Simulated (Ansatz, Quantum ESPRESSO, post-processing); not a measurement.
# The work function of Ag(110), 7 layers, level by level, part 2 of 2

Wanted: work functions and the surface dipole of Ag(110), 7 layers at several levels, with their cost.

Quantum ESPRESSO 7.5; plane-wave DFT, PBE, GBRV ultrasoft pseudopotentials; cross-check by Ansatz 0.2.0 with PAW datasets.

So far. Step 12 (Electrostatic potential): The upper face goes from 4.154 eV (PBE, GBRV) to 4.263 eV, a change of +0.109 eV.

## Step 14: Potential by pp.x

gbrv-vdw-df2-b86r.pot.in reads:

```
&inputpp
  prefix = 'gbrv-vdw-df2-b86r'
  outdir = './out'
  filplot = 'gbrv-vdw-df2-b86r.pot.dat'
  plot_num = 11
/
```

On the command line:

```console
$ OMP_NUM_THREADS=1 mpirun -n 4 pp.x -in gbrv-vdw-df2-b86r.pot.in > gbrv-vdw-df2-b86r.pot.out
```

Run time: 31 s. Hardware: 4 MPI ranks of Arm Neoverse N1, shared host; peak memory 0.19 GiB.

Read from the output:

```
work function of the upper face                                       : 4.445 eV
slope of the potential above                                          : 3.98e-4 eV/Å
upper vacuum line continued to the top atoms, over the Fermi level    : 4.443 eV
work function of the lower face                                       : 4.445 eV
slope of the potential below                                          : -2.82e-4 eV/Å
lower vacuum line continued to the bottom atoms, over the Fermi level : 4.443 eV
```

The upper face goes from 4.154 eV (PBE, GBRV) to 4.445 eV, a change of +0.290 eV.

## Step 15: Cross-check with Ansatz

A second code with its own PAW datasets, on the same atoms.

Level of this step: plane-wave DFT, PBE, Ansatz PAW (Ansatz 0.2.0).

input.yaml reads:

```yaml
crystal:
  lattice:
    - [4.09, 0.0, 0.0]
    - [0.0, 2.8920667351, 0.0]
    - [0.0, 0.0, 24.6762002052]
  atoms:
    - { symbol: Ag, position: [0.0, 0.0, 0.3229417195] }
    - { symbol: Ag, position: [0.5, 0.5, 0.3788259612] }
    - { symbol: Ag, position: [0.0, 0.0, 0.4413996744] }
    - { symbol: Ag, position: [0.5, 0.5, 0.5] }
    - { symbol: Ag, position: [0.0, 0.0, 0.5586003256] }
    - { symbol: Ag, position: [0.5, 0.5, 0.6211740388] }
    - { symbol: Ag, position: [0.0, 0.0, 0.6770582805] }
kpoints:
  mp_grid: { grid: [8, 8, 1] }
hamiltonian:
  xc: pbe
scf:
  occupations: { method: fermi_dirac, width: 0.1 }
  convergence: { dr2_threshold: 1.0e-08 }
efield:
  axis: 3
  dipole_correction: true
  ramp_position: 0.97
  ramp_width: 0.04
output:
  write_potential: true
  write_density: true
  volumetric_format: npy
```

On the command line:

```console
$ ansatz run input.yaml --threads 4 --pin off --max-ram 16384MiB --backend cpu --events-out ev --progress --plain --runs-dir out
```

Run time: 33 s. Hardware: 4 threads; peak memory 1.1 GiB.

Read from the output:

```
free energy                     : -53132.5626 eV
energy at zero smearing         : -53132.5322 eV
smearing term TS                : 0.06088 eV
Fermi energy                    : 4.679 eV
symmetry operations             : 4
work function of the upper face : 4.128 eV
work function of the lower face : 4.128 eV
dipole along the normal         : -5.97e-7 e·Å
```

The potential energy (planar mean) oscillates, so the rows of the table below give means over windows of 1.51 Å about each position, cut where the curve ends. Its maxima inside the range that stand out by 2 % of the span (Å: eV): 8.6: -5.86, 10.1: -4.18, 11.7: -5.24, 13.0: -5.24, 14.5: -4.18, 16.0: -5.86. Its minima: 8.1: -6.59, 9.3: -6.89, 11.0: -6.76, 12.3: -6.88, 13.7: -6.76, 15.4: -6.89, 16.6: -6.59.

Electrostatic potential energy of an electron, with the sawtooth; zero at the Fermi level. Potential energy against z; means over each step:

```tsv
z (Å)	planar mean (eV)	running mean (eV)
0.76	4.13	4.13
2.27	4.13	4.13
3.78	4.13	4.13
5.29	4.08	4.05
6.80	1.70	1.24
8.31	-5.98	-5.56
9.82	-5.54	-5.66
11.33	-5.97	-5.89
12.84	-6.03	-5.99
14.35	-5.47	-5.57
15.86	-6.31	-6.08
17.37	-1.53	-1.46
18.88	3.95	3.81
20.39	4.12	4.12
21.90	4.13	4.13
23.41	4.13	4.13
```

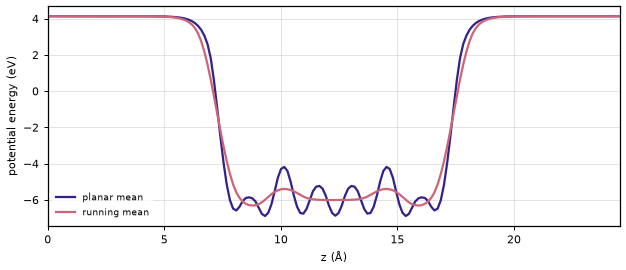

Potential energy against z.

The valence density oscillates, so the rows of the table below give means over windows of 1.51 Å about each position, cut where the curve ends. Its maxima inside the range that stand out by 2 % of the span (Å: e/Å³): 8.0: 1.63, 9.3: 1.66, 10.8: 1.63, 12.3: 1.66, 13.8: 1.63, 15.4: 1.66, 16.7: 1.63. Its minima: 8.6: 0.660, 10.1: 0.468, 11.7: 0.578, 13.0: 0.578, 14.5: 0.468, 16.0: 0.660.

Mean over planes. Table of valence density by z; means over each step:

```tsv
z (Å)	valence density (e/Å³)
3.78	4.0e-5
5.29	0.00172
6.80	0.165
8.31	1.14
9.82	1.04
11.33	1.11
12.84	1.12
14.35	1.04
15.86	1.19
17.37	0.635
18.88	0.00664
20.39	1.4e-4
```

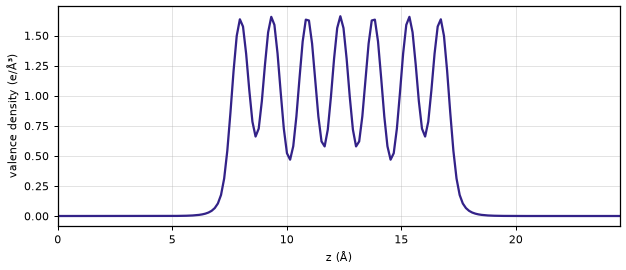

Valence density against z.

Ansatz gives 4.128 eV against 4.154 eV.

## Step 16: All levels side by side

All levels:

```tsv
level	upper face (eV)	lower face (eV)	dipole (e Å)	CPU time (s)
QE PBE GBRV, periodic	4.154	4.154	-	920.2
QE PBE GBRV, ESM bc1	4.153	4.153	-	2023
QE PBE SG15 norm-conserving, periodic	4.128	4.128	-	2075
QE Wu-Cohen GBRV ultrasoft, periodic	4.263	4.263	-	955.8
QE rev-vdW-DF2 GBRV ultrasoft, periodic	4.445	4.445	-	988.5
Ansatz PBE PAW, sawtooth	4.128	4.128	-5.97e-7	126.6
```

The times are CPU seconds on a shared host; the codes use unlike cutoffs, datasets and smearings, so their times compare unlike work.

## Step 17: Self-consistent run, with smearing = gaussian and degauss = 0.03

A sensitivity test on the input.

Level of this step: plane-wave DFT, PBE, GBRV ultrasoft pseudopotentials (Quantum ESPRESSO 7.5).

esm.w0.in reads:

```
&control
  prefix = 'esm.w0'
  outdir = './out'
  pseudo_dir = './pseudo'
  calculation = 'scf'
  tprnfor = .true.
/
&system
  ibrav = 0
  nat = 7
  ntyp = 1
  ecutwfc = 40
  ecutrho = 200
  occupations = 'smearing'
  smearing = 'gaussian'
  degauss = 0.03
  assume_isolated = 'esm'
  esm_bc = 'bc1'
/
&electrons
  conv_thr = 1e-07
  mixing_beta = 0.4
  electron_maxstep = 120
  mixing_mode = 'local-TF'
/
ATOMIC_SPECIES
  Ag  107.8682  ag_pbe_v1.4.uspp.F.UPF
CELL_PARAMETERS angstrom
  4.09000000000000 0.00000000000000 0.00000000000000
  0.00000000000000 2.89206673505298 0.00000000000000
  0.00000000000000 0.00000000000000 24.67620020515894
ATOMIC_POSITIONS crystal
  Ag  0.000000000000 0.000000000000 -0.177058280500
  Ag  0.500000000000 0.500000000000 -0.121174038800
  Ag  0.000000000000 0.000000000000 -0.058600325600
  Ag  0.500000000000 0.500000000000 -0.000000000000
  Ag  0.000000000000 0.000000000000 0.058600325600
  Ag  0.500000000000 0.500000000000 0.121174038800
  Ag  0.000000000000 0.000000000000 0.177058280500
K_POINTS automatic
  8 8 1 0 0 0
```

On the command line:

```console
$ OMP_NUM_THREADS=1 mpirun -n 4 pw.x -nk 4 -in esm.w0.in > esm.w0.out
```

Elapsed: 8 min, on 4 MPI ranks; peak memory 1 GiB; 32 min of CPU time.

Beside the run it was changed from:

```tsv
quantity	this run	unchanged run	difference
vacuum line at the upper end of the cell, over the Fermi level (eV)	4.168	4.153	0.015
vacuum line at the lower end of the cell, over the Fermi level (eV)	4.168	4.153	0.015
free energy (eV)	-28153.67	-28153.59	-0.080
wall time (s)	482	506	
SCF iterations	19	20
```

The free energy moves by -11 meV an atom.

The free energy holds the smearing's entropy term, so it moves with degauss by construction.

Levels move by up to 15 meV, which is small.

## Step 18: By hand

In the first self-consistent run, on its own zero, the Fermi level is 4.668 eV and the upper vacuum level 8.822 eV: φ = 8.822 − (4.668) = 4.154 eV.

## Step 19: Outcome

| Item | Value |
| --- | --- |
| work function of the upper face, PBE, GBRV | 4.15 eV |
| work function of the lower face, PBE, GBRV | 4.15 eV |
| upper face by ESM | 4.15 eV |
| upper face by Ansatz | 4.13 eV |

What this shows: At the first level (PBE, GBRV ultrasoft) the work function comes to 4.15 eV on both faces. ESM differs from the periodic treatment by -1 meV on the upper face and -1 meV on the lower. Over the levels tried the upper face spans 4.13 eV (QE PBE SG15 norm-conserving, periodic) to 4.44 eV (QE rev-vdW-DF2 GBRV ultrasoft, periodic). Quantum ESPRESSO and Ansatz give 4.15 and 4.13 eV for the upper face, which agree. Ansatz ran with Fermi-Dirac smearing of 0.1 eV against cold smearing of 0.02 Ry, which alone can move a level by some tens of meV. With 8×8 points and so few layers the values hold to some 0.05 to 0.1 eV. The slab is cut at a tabulated measured bulk lattice constant, given to two decimals.

Comparison with the measured values:

```
                             quantity  measured      QE PBE GBRV  QE PBE GBRV, ESM bc1      QE PBE SG15  QE Wu-Cohen GBRV  QE rev-vdW-DF2 GBRV   Ansatz PBE PAW
work function (clean (110) face) (eV)       4.1  4.15 (+0.05 eV)       4.15 (+0.05 eV)  4.13 (+0.03 eV)   4.26 (+0.16 eV)      4.44 (+0.34 eV)  4.13 (+0.03 eV)
```

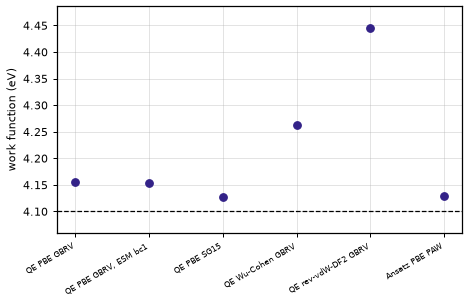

The work function by level; the dashed line is the measured value.

Measured values from arxiv:1902.07811 (2019).

How well it matches: For the work function, of the levels listed nearest comes QE PBE SG15 (+0.03 eV, good agreement) and farthest QE rev-vdW-DF2 GBRV (+0.34 eV, a clear miss). The grades are ours: good and fair within 3 and 7 % for the work function. Other measurements of the same face can differ from the value quoted by 0.1 to 0.2 eV.

[Logs are printed without paths, hosts, clocks, repeated set-up lines and the standing remarks that a program may print on its own settings, such as how far it seeks lower states.]

[Hosts, paths, dates, database ids (printed as entryN), source tags and the programs' standing remarks are cut or masked in the printed files.]

[Maps of the electrostatic potential energy from Ansatz leave out the sawtooth potential of an applied field or a dipole correction, so their vacuum need not be flat; planar profiles and work functions include it.]
